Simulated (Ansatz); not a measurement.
**Nb3Te4 (charge +1): density, localisation and related maps**

Input

```
crystal:
  periodic: [false, false, false]
  atoms:
    - {symbol: Nb, position_ang: [-1.444309, 0.184218, 0.623144]}
    - {symbol: Nb, position_ang: [1.123346, -0.414828, 1.038871]}
    - {symbol: Nb, position_ang: [0.429880, 1.121895, -1.031983]}
    - {symbol: Te, position_ang: [-1.841764, 0.107860, -2.024165]}
    - {symbol: Te, position_ang: [-0.742114, -2.326823, 1.235905]}
    - {symbol: Te, position_ang: [2.213930, -0.847311, -1.368724]}
    - {symbol: Te, position_ang: [0.261031, 2.174979, 1.526942]}
basis:
  gaussian: {orbitals: def2-TZVP, initial_orbitals: start.molden}
total_charge: 1
hamiltonian: {xc: pbe0, dispersion: d4}
scf: {omitted_lower_state_checks: [starts]}
output: {orbitals: {seedname: orbitals}}
```

Launched as:

```sh
ansatz run in.yaml --threads 6 --pin off --events-out ev --progress --plain --max-ram 7833MiB
```

Geometry: PBE-D4/def2-SVP; core potentials replace the inner electrons of Nb and Te.

Level of theory: Ansatz, RKS PBE0-D4/def2-TZVP.

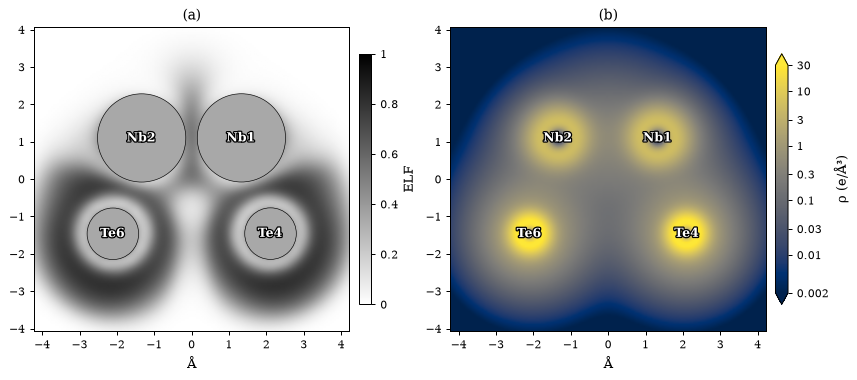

Figure 1. (a) ELF; (b) electron density on the plane of atoms Nb2, Nb1 and Te4. Grey discs cover the atomic cores in the ELF map.

Q: What does the map show?

A: Atoms in the plane: Nb and Te. Nb–Nb (2.67 Å): ρ is about 0.53 e/Å³ halfway; the ELF reaches about 0.50 near the midpoint. Nb–Te (2.68 Å): ρ is about 0.47 e/Å³ halfway; the ELF peaks at about 0.60 in the valence shell of Te, 1.2 Å from its nucleus, and is about 0.50 at the midpoint.

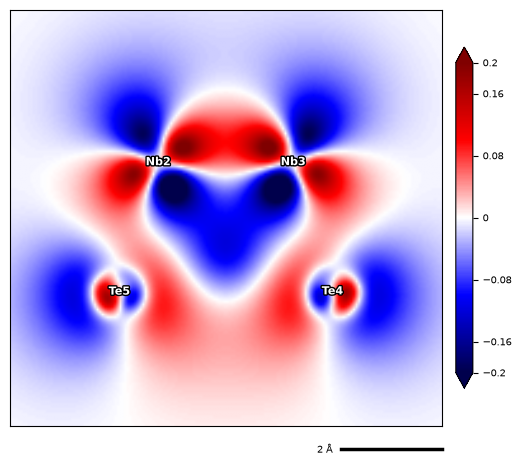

Figure 2. The LUMO on the plane of atoms Nb2, Nb3 and Te4 (values in Å⁻³ᐟ²; the overall sign is arbitrary).

Q: Where does this orbital lie, and at what energy?

A: Its weight (Hirshfeld) is mainly on Nb1 (about 20 %), Nb2 (about 20 %), Nb3 (about 20 %), Te7 (about 10 %), Te4 (about 10 %), Te5 (about 10 %) and Te6 (about 10 %). Its energy is −7.19 eV.
